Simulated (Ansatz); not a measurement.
**Amorphous silicon oxynitride (Si₂₇O₂₄N₂₀)**

The cell was made by melting and quenching with the CHGNet potential and then relaxed with DFT. O and N atoms were pushed apart under 1.9 Å during the dynamics, to hinder bonds among them. The hot cell started wider than the set density and was brought back towards it in steps. It is the lowest in DFT energy of 2 quenches. It is a model cell: composition and starting density were chosen by hand, and all elements were melted together. No dispersion term was used.

Methods: PBE, scalar-relativistic without spin-orbit coupling (Ansatz, a first-principles code); r2SCAN, scalar-relativistic without spin-orbit coupling (Ansatz); HSE06, scalar-relativistic without spin-orbit coupling (Ansatz). Geometry, pressure, stress and energy are those of the PBE run. Its sampling: a 2×2×2 Γ-centred mesh; Fermi-Dirac width 0.02 eV; no spin polarisation. Other functionals are single points at the zone centre (r2SCAN at 500 eV; exact exchange cut at the cell's faces), free to take moments where seeds were set. At PBE the levels at both edges of the gap are localised (band-tail or defect states), and the nearest spread-out levels lie 3.6 eV apart at the zone centre.

The number of atoms in the cell is 71 and the density (held, not predicted) is 2.71 g/cm^3. The volume per atom is 82.8 bohr^3. The pressure on a 2×2×2 Γ-centred mesh is 14.2 kbar, the largest force and stress component on that mesh (the relaxation ran on the zone centre alone) is 0.14 eV/Å and 6.1 GPa and the gap between localised states on a 2×2×2 Γ-centred mesh (PBE) is 1.73 eV. The gap between localised states at the zone centre (PBE) is 1.77 eV, the gap between localised states at the zone centre (r2SCAN) is 2.24 eV and the gap between localised states at the zone centre (HSE06) comes out as 3.16 eV.

Bonds are counted up to Si-Si 2.60 Å, Si-O 2.00 Å, Si-N 2.14 Å, O-O 1.58 Å, O-N 1.64 Å, N-N 1.70 Å. Two cations that share two anions don't count as bonded, nor two that share one unless they lie closer than Si-Si 2.38 Å.

```json
{
 "Mean coordination of Si by anions": "4.00 (27 with 4)",
 "Mean coordination of O": "2.08 (22 with 2, 2 with 3)",
 "Mean coordination of N": "2.90 (2 with 2, 18 with 3)",
 "Mean Si-N bond": "1.751 Å (spread 0.070 Å, 58 counted)",
 "Mean Si-O bond": "1.655 Å (spread 0.051 Å, 50 counted)"
}
```

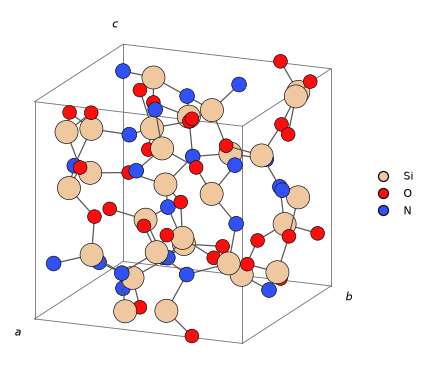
Fig. 1. The relaxed cell

Its density started from a set value of 2.71 g/cm³. Cooling (nominally 150 K/ps over its main leg) ran many orders faster than in experiment, which tends to leave more defects and strain. One small periodic cell is one sample of the glass; other quenches scatter about these values. The volume was held where the preparation left it, at a PBE pressure of 1.4 GPa. Stress components on the final sampling reach 6.1 GPa. On a 2×2×2 Γ-centred mesh force components of up to 0.14 eV/Å stay, since the relaxation ran on the zone centre alone.
